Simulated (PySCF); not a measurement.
## Electronic structure of C3H11FSi3 (SMILES F[C@H]1[SiH2]CC[SiH2][SiH2]1) in real space

```xyz
18

F     1.2275    0.0127    2.1861
C     1.6416   -0.1914    0.8566
Si    0.6288   -1.6726    0.1804
C    -1.2111   -1.1851    0.1358
C    -1.5698   -0.0674   -0.8496
Si   -0.8991    1.6571   -0.3586
Si    1.3906    1.4781   -0.0729
H     2.7016   -0.4504    0.9338
H     1.1286   -1.9627   -1.1693
H     0.8136   -2.8263    1.0654
H    -1.7867   -2.0800   -0.1183
H    -1.5351   -0.8958    1.1384
H    -2.6582   -0.0121   -0.9386
H    -1.2004   -0.3349   -1.8427
H    -1.2845    2.5928   -1.4275
H    -1.6262    2.0901    0.8454
H     2.0511    2.5122    0.7329
H     2.1786    1.3420   -1.3088
```

Geometry: GFN2-xTB.

All numbers below come from PBE0/pcSseg-1, SCF density, gas phase, non-relativistic (PySCF 2.14.0).

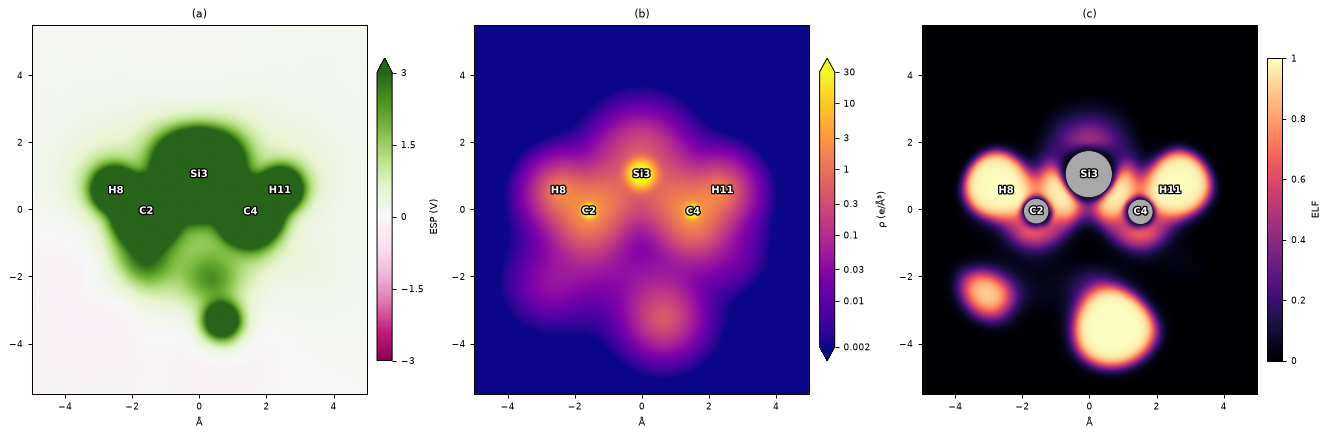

Figure 1. (a) electrostatic potential; (b) total electron density; (c) ELF on the plane of atoms C2, Si3 and C4. Grey discs cover the atomic cores in the ELF map.

Q: Read the bonding off the picture.

A: The section cuts through C, Si and H sites.
C–Si (1.90 Å): ρ is about 0.92 e/Å³ halfway; the ELF peaks at about 0.95 between the atoms (a shared electron pair).
C–H (1.09 Å): the density is about 2 e/Å³ at the midpoint; the ELF climbs to about 1 towards the hydrogen, as it does in any bond to H: an ordinary covalent bond to hydrogen.
The potential has no marked negative region in this plane.

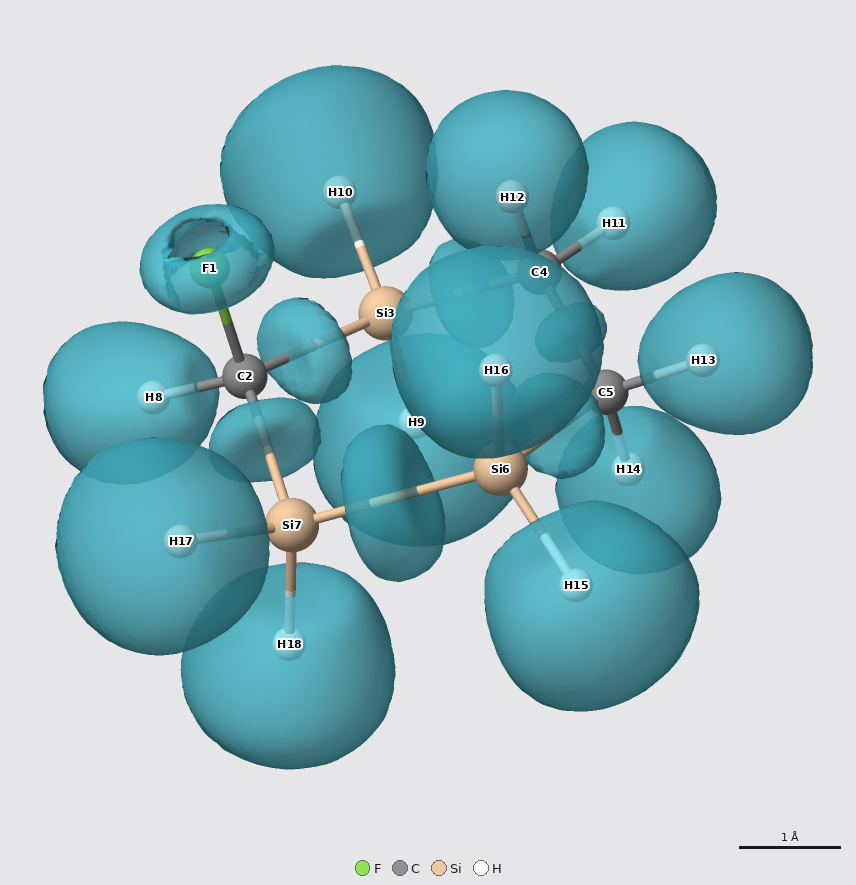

Figure 2. Isosurface of the electron localisation function at 0.85 (cyan), seen at an oblique angle. Only the valence region is drawn (cores and ρ < 0.01 e/Å³ removed).

Q: Describe the localisation domains.

A: The ELF exceeds this value in one region between bonded C–C atoms (shared pairs), four regions between bonded C–Si atoms (shared pairs), one region between bonded Si–Si atoms (shared pairs), eleven regions around hydrogen nuclei and one region wrapped around F (its lone pairs, merged into a ring or cap).


C–F (1.41 Å): the ELF peaks at about 0.85 between the atoms; a polar covalent bond. C–C (1.53 Å): the ELF peaks at about 0.95 between the atoms (a shared electron pair).

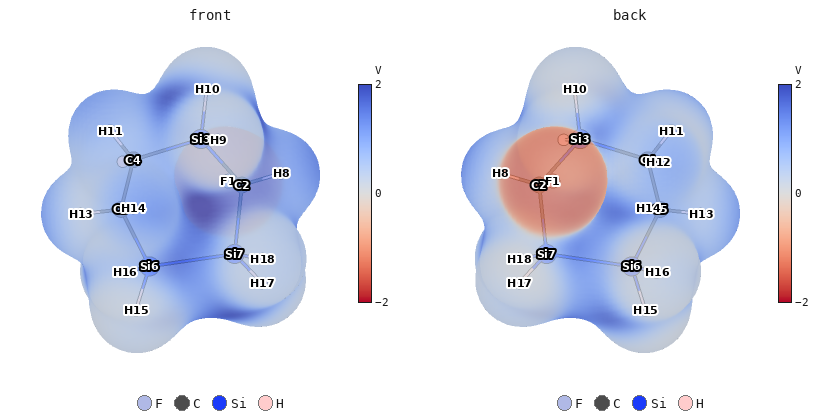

Figure 3. The electrostatic potential painted on the density surface at 0.004 e/bohr³, seen from the front and from behind; the colour scale runs from red (negative) to blue (positive).

Q: Describe the electrostatic potential map.

A: The most negative region (about −1.2 V, or −28 kcal/mol for a unit charge) lies over F1, the most positive (about +1.9 V, or +44 kcal/mol for a unit charge) over Si3 and Si7.

Q: What dipole moment does the calculation give?

A: Its dipole moment is 1.65 D.
